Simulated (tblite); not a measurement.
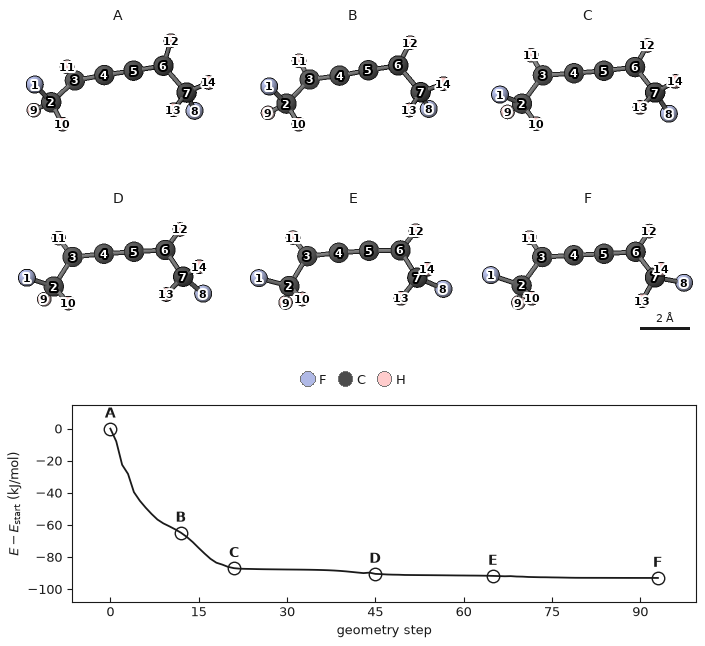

Frames of a relaxation of C6H6F2, marked on the history of the run. The picture is a ball-and-stick view, seen from a free direction.

Level of theory: GFN2-xTB geometry optimisation, gas phase in tblite. 

**Describe the path.**

The energy falls by 93.0 kJ/mol in 93 geometry steps. The atom that moves furthest after the best rigid fit is F8 (1.05 Å). By element the largest moves are F 1.05 Å, H 0.98 Å, C 0.41 Å. Among the contacts that change: C7–H13 1.141 → 1.094 Å, C2–H10 1.124 → 1.095 Å, C3–H11 1.108 → 1.082 Å, C2–C3 1.471 → 1.496 Å. Bond angles that change, for instance: C6–C7–H13 105.9° → 112.1°, F8–C7–H14 112.0° → 106.2°, C7–C6–H12 120.2° → 115.6°. Groups turn about C6–C7 by about 70°, C2–C3 by about 60°. From step 0 to 12: H12 moves most (0.42 Å), energy −64.8 kJ/mol. From step 12 to 21: H atoms move most (0.40 Å), energy −22.1 kJ/mol. From step 21 to 45: H13 moves most (0.35 Å), energy −3.55 kJ/mol. From step 45 to 65: H13 moves most (0.36 Å), energy −1.26 kJ/mol. From step 65 to 93: F8 moves most (0.35 Å), energy −1.28 kJ/mol.

```
step  E − E(0), kJ/mol
   0              0.00
   1             -7.92
   2            -22.52
   3            -28.21
   4            -39.53
   5            -44.89
   6            -49.23
   7            -53.14
   8            -56.63
   9            -59.01
  10            -60.80
  14            -70.67
  19            -84.67
  23            -87.34
  27            -87.61
  32            -87.80
  36            -88.07
  41            -89.26
  45            -90.46
  49            -91.00
  54            -91.27
  58            -91.41
  62            -91.53
  67            -91.95
  71            -92.39
  76            -92.70
  80            -92.91
  84            -92.94
  89            -92.98
  93            -92.99
```
